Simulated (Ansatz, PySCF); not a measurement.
Dissociation curve of ammonia borane, SMILES [NH3+][BH3-]. The N2–H8 bond (N2 also carries B, H, H; H8 carries nothing else) is pulled apart rigidly from the PBE0/def2-TZVP optimised geometry.

```
8

B     -1.3019    -0.8057    -0.5857
N      0.0000     0.0000     0.0000
H     -1.1991    -1.9342    -0.1552
H     -1.2011    -0.7412    -1.7919
H     -2.2659    -0.2125    -0.1522
H      0.0000     0.9654    -0.3131
H      0.8640    -0.4306    -0.3130
H      0.0000     0.0000     1.0149
```

UCCSD(T) = CCSD(T) on UHF/cc-pVDZ, frozen core in Ansatz (a first-principles code); UKS-PBE0 = Ansatz with unrestricted PBE0/cc-pVDZ; UHF/cc-pVDZ (Ansatz); UKS-B3LYP/LANL2DZ = unrestricted B3LYP/LANL2DZ (PySCF); RKS-B3LYP/LANL2DZ = restricted B3LYP/LANL2DZ in PySCF.

Energies are in kcal/mol, each relative to the lowest point of its own curve near equilibrium.

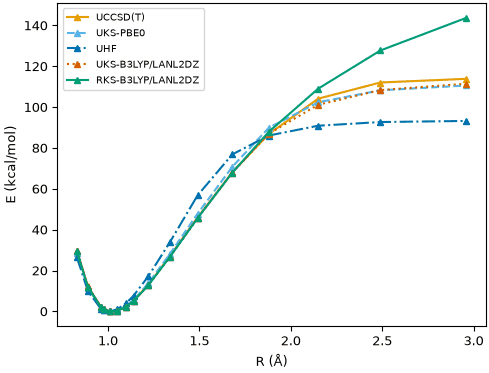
*Energy against bond length for each method.*

| R / Å | UCCSD(T) | UKS-PBE0 | UHF | UKS-B3LYP/LANL2DZ | RKS-B3LYP/LANL2DZ |
|---|---|---|---|---|---|
| 0.83 | 29.7 | 28.5 | 26.4 | 29.4 | 29.4 |
| 0.89 | 12.3 | 11.5 | 10.0 | 12.1 | 12.1 |
| 0.96 | 2.3 | 2.1 | 1.4 | 2.3 | 2.3 |
| 0.98 | 1.0 | 0.8 | 0.4 | 1.0 | 1.0 |
| 1.01 | 0.0 | 0.0 | 0.0 | 0.0 | 0.0 |
| 1.05 | 0.2 | 0.4 | 1.0 | 0.2 | 0.2 |
| 1.10 | 2.3 | 2.7 | 4.1 | 2.3 | 2.3 |
| 1.14 | 5.2 | 5.7 | 7.7 | 5.1 | 5.1 |
| 1.22 | 12.9 | 13.7 | 17.1 | 12.7 | 12.7 |
| 1.34 | 27.2 | 28.3 | 34.1 | 26.8 | 26.8 |
| 1.49 | 45.9 | 47.8 | 56.8 | 45.6 | 45.6 |
| 1.68 | 68.1 | 70.8 | 76.9 | 67.9 | 67.9 |
| 1.88 | 86.8 | 89.9 | 86.1 | 87.1 | 87.9 |
| 2.15 | 104.1 | 102.4 | 90.9 | 101.1 | 109.0 |
| 2.49 | 112.1 | 108.2 | 92.7 | 108.3 | 127.7 |
| 2.96 | 113.9 | 110.6 | 93.2 | 111.5 | 143.7 |

At the longest distance, 2.96 Å, RKS-B3LYP/LANL2DZ lies highest above its minimum (143.7 kcal/mol) and UHF lowest (93.2 kcal/mol).

The unrestricted determinant behind UCCSD(T), UHF is spin-contaminated at 1.68 to 2.96 Å (<S²> up to 1.0, against 0.00 for a pure singlet). The unrestricted determinant behind UKS-PBE0, UKS-B3LYP/LANL2DZ is spin-contaminated at 1.88 to 2.96 Å (<S²> up to 1.0, against 0.00 for a pure singlet). The restricted form behind RKS-B3LYP/LANL2DZ keeps the bonding electrons paired and can't separate into open-shell fragments.
